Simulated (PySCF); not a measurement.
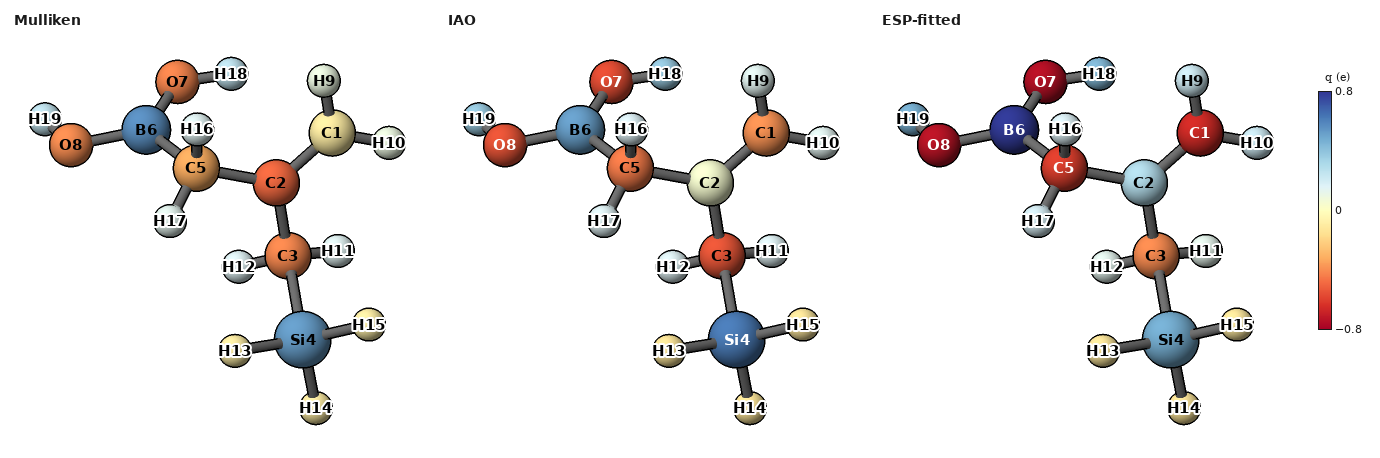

Atomic charges of one calculation by 3 schemes, on one colour scale. Computed geometry: GFN2-xTB optimisation. No frequency run is at hand to confirm it as a minimum. Computed with PBE0/pcSseg-1 (PySCF 2.14.0).

### Which scheme gives the most polar picture (largest mean size of the charges)?

The ESP-fitted charges are the largest in size here, and the Mulliken charges the smallest.

### On which atom do the schemes disagree most?

On C2 (from −0.49 to 0.29 e).

List the charges (e), one line for each set of equivalent atoms.

```csv
atom,Mulliken,IAO,ESP-fitted
C1,−0.09,−0.39,−0.65
C2,−0.49,0.05,0.29
C3,−0.41,−0.53,−0.41
Si4,0.52,0.61,0.47
C5,−0.31,−0.44,−0.60
B6,0.56,0.52,0.79
O7,−0.42,−0.56,−0.74
O8,−0.40,−0.54,−0.73
H9,0.10,0.14,0.21
H10,0.10,0.14,0.21
H11,0.15,0.15,0.13
H12,0.15,0.15,0.13
H13,−0.08,−0.12,−0.12
H14,−0.09,−0.12,−0.13
H15,−0.08,−0.12,−0.11
H16,0.14,0.16,0.17
H17,0.13,0.16,0.18
H18,0.25,0.37,0.43
H19,0.25,0.37,0.46
```

The geometry is semi-empirical. Around B, Si such bond lengths and angles can be off by a tenth of an ångström or more and by several degrees, and values that hang on the shape move with them.
